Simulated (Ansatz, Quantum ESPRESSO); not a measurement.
# Pd(111), 5 layers against a metal electrode: the electrode's level over the Fermi level at a withheld member of a series

How the rows were computed: Quantum ESPRESSO 7.5, PBE, GBRV ultrasoft. The slab is relaxed neutral, then held. ESM with bc3: vacuum below and a metal electrode about 6 Å above the top atoms. Cold smearing of 0.02 Ry. Charges are set per cell from the starting area. The slabs take the lattice constants of the bulk relaxed by the same program. The series steps the charge of the slab (positive: electrons removed).

```
charge of the slab  electrode's level over the Fermi level (eV)
     1 ×10¹³ e/cm²                                        6.044
     2 ×10¹³ e/cm²                                        6.854
   4.5 ×10¹³ e/cm²                                        8.901
     6 ×10¹³ e/cm²                                       10.141
     7 ×10¹³ e/cm²                                       10.973
     8 ×10¹³ e/cm²                                       11.808
```

One more run was made and is withheld. What is the electrode's level over the Fermi level at 3 ×10¹³ e/cm²?

**Worked estimate.** The rows at 2 ×10¹³ e/cm² and 4.5 ×10¹³ e/cm² give a slope of (8.901 − (6.854))/(4.5 − (2)) = 0.8188, so a straight line gives 7.673 eV. A parabola through these and the row at 1 ×10¹³ e/cm² gives 7.669 eV.

**Check.** 7.670 eV. The line misses by +0.003 and the parabola by −0.001 eV. Both misses are under 5 % of the step from the nearer row.

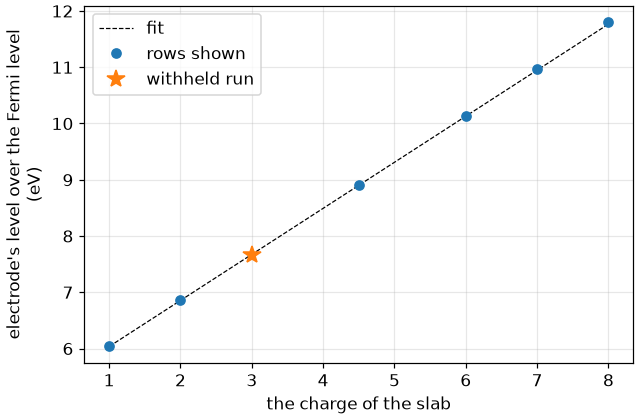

The rows shown, the fit and the withheld run.

Caveats: Vacuum fills the gap; ions don't answer the charge; added electrons can spill towards the electrode at the most negative charges. Charges count on the starting cell, which the relaxation changed by some per cent. Members without a usable value, or on the other side of zero field or charge, are not listed.

[Logs are printed without paths, hosts, clocks, repeated set-up lines and the standing remarks that a program may print on its own settings, such as how far it seeks lower states.]
